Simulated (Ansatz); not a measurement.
# Geometry relaxation, with input and output: CH3Cl2FHf (part 2 of 2)

The same run, continued: CH3Cl2FHf; RKS PBE/def2-SVP (Ansatz 0.2.0). It belongs to a series of runs on one base structure; here: end point B relaxed.

Geometry of the input (Å):
```
Hf -0.5527  -0.6237  -1.1040
F  1.8528  1.6193  0.3830
C  -0.6319  -0.3910  0.8831
H  1.1937  1.1087  0.7826
Cl -1.6308  1.1601  -2.2314
Cl 1.1043  -2.2014  -1.7199
H  -1.2477  0.3721  1.4065
H  -0.0875  -1.0442  1.6001
```

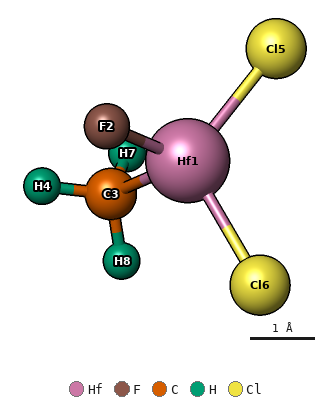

*The geometry at step 16 of the log (ball-and-stick view, seen at a tilt; atoms are numbered from 1 in the order of the input).*

Trajectory as extended XYZ, continued
```
8
Properties=species:S:1:pos:R:3:forces:R:3 step=9 energy=-30136.37865
Hf    0.2530    0.0653   -0.9740   -1.0255  -0.9425  -0.7024
F     1.5801    1.2571   -0.3192    1.0891   0.7985  -0.6689
C    -0.3728   -0.1447    1.0727   -1.4097  -1.2117  -0.4151
H     0.4519    0.5264    1.0265    1.2180   1.2466   1.6463
Cl   -1.5319    1.0043   -2.2266    0.2355  -0.0062   0.1224
Cl    0.9818   -2.0535   -1.7580    0.0268   0.2474   0.0787
H    -1.2512    0.3644    1.4940   -0.2318   0.1407  -0.0659
H    -0.1110   -1.0192    1.6846    0.0976  -0.2728   0.0048
8
Properties=species:S:1:pos:R:3:forces:R:3 step=10 energy=-30136.79579
Hf    0.2917    0.0977   -0.9652   -0.2635  -0.2363  -0.1930
F     1.6926    1.3290   -0.4638    0.0627  -0.0221  -0.4830
C    -0.3744   -0.1463    1.0732    0.2659   0.1245  -0.6900
H     0.4700    0.5658    1.2078    0.0117   0.1630   0.9993
Cl   -1.5452    0.9581   -2.1761    0.1390   0.0659   0.0375
Cl    0.9283   -2.0490   -1.7178    0.0897   0.1270   0.0245
H    -1.3006    0.3127    1.4240   -0.4373   0.2448   0.0974
H    -0.1624   -1.0680    1.6178    0.1318  -0.4669   0.2073
8
Properties=species:S:1:pos:R:3:forces:R:3 step=11 energy=-30136.99264
Hf    0.3029    0.1067   -0.9708   -0.6586  -0.5642  -0.1724
F     1.7136    1.3240   -0.6082    0.4662   0.3628  -0.1406
C    -0.3607   -0.1333    1.0871    0.4272   0.3179  -0.2214
H     0.4504    0.5763    1.3975   -0.1845  -0.0730   0.4851
Cl   -1.5351    0.9638   -2.1742    0.0557   0.0842   0.0006
Cl    0.9367   -2.0384   -1.7171    0.0951   0.0376   0.0038
H    -1.3281    0.2974    1.3939   -0.1822   0.0252   0.0049
H    -0.1798   -1.0965    1.5918   -0.0188  -0.1905   0.0400
8
Properties=species:S:1:pos:R:3:forces:R:3 step=12 energy=-30137.10528
Hf    0.2683    0.0734   -0.9983    0.3585   0.2867  -0.0780
F     1.7240    1.3068   -0.7735   -0.2612  -0.2412  -0.1800
C    -0.3185   -0.0987    1.0880    0.1030   0.0951   0.1107
H     0.4149    0.5748    1.5943   -0.1512  -0.1006   0.1143
Cl   -1.5757    1.0768   -2.0980    0.1041  -0.1278   0.0089
Cl    1.0299   -2.0827   -1.6207   -0.1033   0.1226  -0.0310
H    -1.3421    0.2693    1.3039   -0.0357   0.0020   0.0243
H    -0.2008   -1.1197    1.5043   -0.0142  -0.0367   0.0308
8
Properties=species:S:1:pos:R:3:forces:R:3 step=13 energy=-30137.13332
Hf    0.2628    0.0700   -0.9795    0.1237   0.0971  -0.0156
F     1.7245    1.2877   -0.8767   -0.0215  -0.0119  -0.0153
C    -0.3213   -0.0932    1.1357    0.1046   0.0487  -0.1633
H     0.3834    0.5629    1.6911    0.0000   0.0202   0.1076
Cl   -1.5291    1.0656   -2.1551    0.0044  -0.0900   0.0302
Cl    1.0441   -2.0428   -1.6940   -0.0972   0.0235   0.0185
H    -1.3498    0.2694    1.3368   -0.0781  -0.0140   0.0145
H    -0.2146   -1.1197    1.5416   -0.0360  -0.0736   0.0234
8
Properties=species:S:1:pos:R:3:forces:R:3 step=14 energy=-30137.15154
Hf    0.3137    0.1130   -0.9758   -0.1677  -0.1497  -0.0720
F     1.7759    1.3269   -0.9366    0.1297   0.1119   0.0222
C    -0.2985   -0.0779    1.1246   -0.0016   0.0133   0.1060
H     0.3440    0.5420    1.7888    0.0048   0.0011  -0.0140
Cl   -1.5502    1.0216   -2.1106    0.0618  -0.0511   0.0231
Cl    0.9884   -2.0497   -1.6503   -0.0406   0.0722   0.0049
H    -1.3498    0.2541    1.2788    0.0199  -0.0144  -0.0327
H    -0.2235   -1.1299    1.4811   -0.0062   0.0167  -0.0375
8
Properties=species:S:1:pos:R:3:forces:R:3 step=15 energy=-30137.15389
Hf    0.3164    0.1159   -0.9714   -0.0005   0.0035   0.0212
F     1.7808    1.3369   -0.9258    0.0138   0.0115  -0.0033
C    -0.2931   -0.0724    1.1332   -0.0049  -0.0075  -0.0107
H     0.3485    0.5397    1.8044   -0.0040  -0.0056  -0.0093
Cl   -1.5461    0.9908   -2.1210   -0.0118   0.0040  -0.0034
Cl    0.9664   -2.0412   -1.6647    0.0033  -0.0130  -0.0008
H    -1.3456    0.2604    1.2730    0.0075  -0.0023   0.0046
H    -0.2273   -1.1301    1.4724   -0.0035   0.0094   0.0017
8
Properties=species:S:1:pos:R:3:forces:R:3 step=16 energy=-30137.15398
Hf    0.3180    0.1174   -0.9709    0.0015   0.0005  -0.0036
F     1.7825    1.3399   -0.9267   -0.0044  -0.0022   0.0019
C    -0.2946   -0.0738    1.1314   -0.0011  -0.0018  -0.0049
H     0.3511    0.5365    1.7998    0.0013   0.0001   0.0058
Cl   -1.5479    0.9894   -2.1185   -0.0003  -0.0001  -0.0003
Cl    0.9679   -2.0413   -1.6612    0.0010  -0.0001   0.0002
H    -1.3451    0.2629    1.2744    0.0019   0.0026   0.0008
H    -0.2318   -1.1310    1.4717    0.0001   0.0010   0.0001
8
Properties=species:S:1:pos:R:3:forces:R:3 step=17 energy=-30137.15401
Hf    0.3178    0.1174   -0.9713    0.0013  -0.0001  -0.0023
F     1.7808    1.3416   -0.9264   -0.0041  -0.0017   0.0003
C    -0.2944   -0.0737    1.1311    0.0011   0.0010   0.0000
H     0.3542    0.5323    1.8008    0.0013  -0.0011   0.0015
Cl   -1.5494    0.9873   -2.1189    0.0014  -0.0012   0.0003
Cl    0.9705   -2.0411   -1.6603    0.0005   0.0020   0.0005
H    -1.3431    0.2679    1.2752   -0.0006   0.0029   0.0001
H    -0.2365   -1.1316    1.4698   -0.0009  -0.0020  -0.0004
8
Properties=species:S:1:pos:R:3:forces:R:3 step=18 energy=-30137.15407
Hf    0.3178    0.1176   -0.9713    0.0026   0.0009  -0.0033
F     1.7789    1.3442   -0.9267   -0.0058  -0.0026   0.0005
C    -0.2945   -0.0738    1.1310    0.0004   0.0007   0.0015
H     0.3589    0.5265    1.8013    0.0012  -0.0019   0.0018
Cl   -1.5507    0.9837   -2.1194    0.0011  -0.0012   0.0001
Cl    0.9739   -2.0402   -1.6592    0.0009   0.0017   0.0005
H    -1.3407    0.2748    1.2768    0.0012   0.0029   0.0000
H    -0.2436   -1.1327    1.4676   -0.0016  -0.0005  -0.0011
8
Properties=species:S:1:pos:R:3:forces:R:3 step=19 energy=-30137.15418
Hf    0.3177    0.1179   -0.9713    0.0036   0.0014  -0.0041
F     1.7764    1.3476   -0.9272   -0.0080  -0.0036   0.0006
C    -0.2946   -0.0738    1.1309    0.0011   0.0016   0.0028
H     0.3650    0.5186    1.8021    0.0011  -0.0032   0.0015
Cl   -1.5526    0.9791   -2.1201    0.0017  -0.0017   0.0002
Cl    0.9785   -2.0391   -1.6576    0.0012   0.0024   0.0007
H    -1.3374    0.2839    1.2787    0.0016   0.0038  -0.0001
H    -0.2530   -1.1341    1.4645   -0.0023  -0.0006  -0.0016
8
Properties=species:S:1:pos:R:3:forces:R:3 step=20 energy=-30137.15437
Hf    0.3177    0.1182   -0.9713    0.0048   0.0020  -0.0054
F     1.7730    1.3522   -0.9278   -0.0107  -0.0049   0.0008
C    -0.2947   -0.0739    1.1307    0.0010   0.0019   0.0049
H     0.3731    0.5080    1.8032    0.0006  -0.0051   0.0012
Cl   -1.5552    0.9728   -2.1210    0.0022  -0.0022   0.0003
Cl    0.9846   -2.0375   -1.6555    0.0016   0.0031   0.0009
H    -1.3329    0.2960    1.2814    0.0035   0.0045  -0.0001
H    -0.2656   -1.1359    1.4604   -0.0031   0.0006  -0.0024
8
Properties=species:S:1:pos:R:3:forces:R:3 step=21 energy=-30137.15470
Hf    0.3177    0.1187   -0.9714    0.0064   0.0029  -0.0067
F     1.7684    1.3582   -0.9286   -0.0140  -0.0065   0.0009
C    -0.2947   -0.0739    1.1305    0.0012   0.0025   0.0080
H     0.3835    0.4940    1.8047   -0.0006  -0.0078  -0.0001
Cl   -1.5586    0.9647   -2.1222    0.0030  -0.0029   0.0004
Cl    0.9925   -2.0355   -1.6526    0.0022   0.0041   0.0011
H    -1.3267    0.3118    1.2848    0.0059   0.0055  -0.0002
H    -0.2821   -1.1379    1.4549   -0.0041   0.0024  -0.0035
8
Properties=species:S:1:pos:R:3:forces:R:3 step=22 energy=-30137.15526
Hf    0.3176    0.1193   -0.9715    0.0083   0.0041  -0.0080
F     1.7625    1.3659   -0.9296   -0.0178  -0.0083   0.0009
C    -0.2947   -0.0739    1.1301    0.0010   0.0025   0.0124
H     0.3966    0.4754    1.8065   -0.0025  -0.0116  -0.0022
Cl   -1.5630    0.9540   -2.1236    0.0039  -0.0039   0.0006
Cl    1.0029   -2.0329   -1.6488    0.0028   0.0052   0.0015
H    -1.3183    0.3321    1.2893    0.0097   0.0063  -0.0001
H    -0.3036   -1.1401    1.4476   -0.0054   0.0057  -0.0050
8
Properties=species:S:1:pos:R:3:forces:R:3 step=23 energy=-30137.15621
Hf    0.3175    0.1201   -0.9717    0.0104   0.0057  -0.0091
F     1.7547    1.3758   -0.9308   -0.0221  -0.0102   0.0007
C    -0.2946   -0.0738    1.1297    0.0007   0.0020   0.0185
H     0.4129    0.4513    1.8089   -0.0059  -0.0166  -0.0061
Cl   -1.5686    0.9404   -2.1253    0.0051  -0.0051   0.0010
Cl    1.0160   -2.0295   -1.6439    0.0037   0.0065   0.0018
H    -1.3068    0.3579    1.2949    0.0147   0.0070   0.0000
H    -0.3311   -1.1423    1.4382   -0.0067   0.0107  -0.0068
```

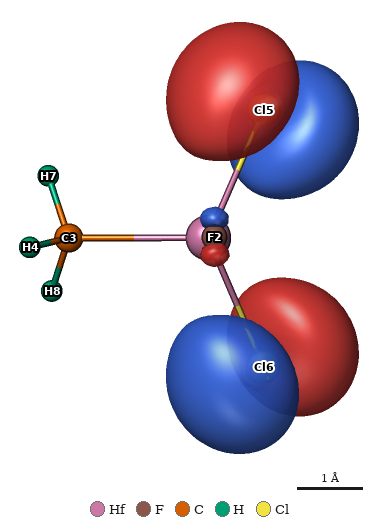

*One frontier orbital at ±0.1 Å⁻³ᐟ² (blue and red are the two phases), seen face on.*

The HOMO−1, at −8.07 eV.

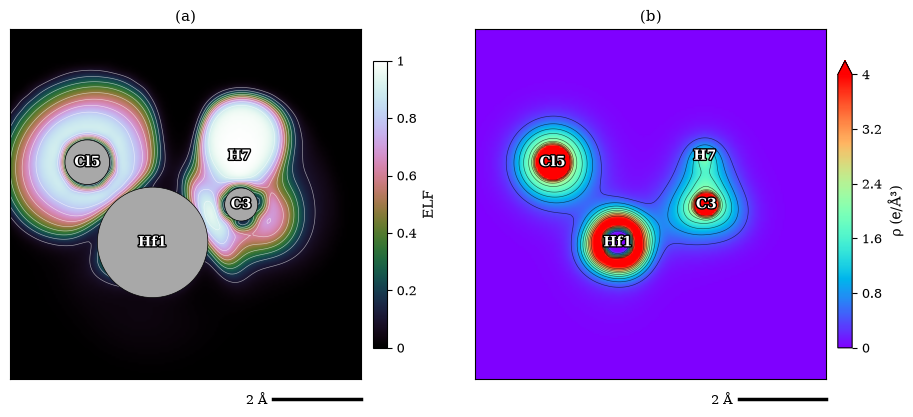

*(a) electron localisation function; (b) total electron density on the plane of atoms C3, Hf1 and Cl5. Grey discs, where drawn, cover atomic cores.*

Atoms in the plane: Hf, C, Cl and H. C–Hf (2.20 Å): ρ is about 0.73 e/Å³ halfway; the ELF peaks at about 0.95 in the valence shell of C, 0.7 Å from its nucleus, and is about 0.50 at the midpoint.

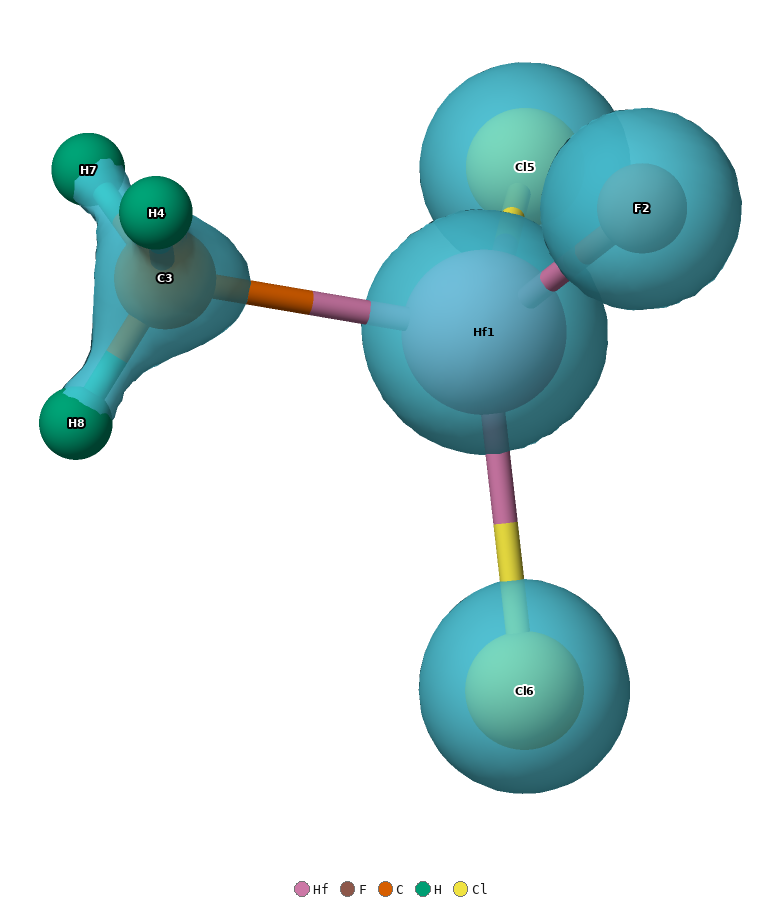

*Isosurface of the electron density at 1.5 e/Å³ (cyan), seen at a tilt.*

At this value the surface falls into five separate pieces. It is pinched off along the Hf–F (1.91 Å), C–Hf (2.20 Å) and Hf–Cl (2.36 Å) contacts. On the grid the lowest density along these lines, outside the cores, is 0.85 e/Å³ (Hf–F, 1.91 Å), 0.73 e/Å³ (C–Hf, 2.20 Å), 0.55 e/Å³ (Hf–Cl, 2.36 Å) and 1.7 e/Å³ (C–H, 1.11 Å).

Results in brief

| quantity | value |
| --- | --- |
| outcome | converged |
| total energy | −30137.1563 eV |
| mean-field energy | −30137.1563 eV |
| largest force (length of the vector) at the end | 0.024 eV/Å |
| wall time | 44 s (CPU time 84 s) |
| peak memory | 0.25 GiB |
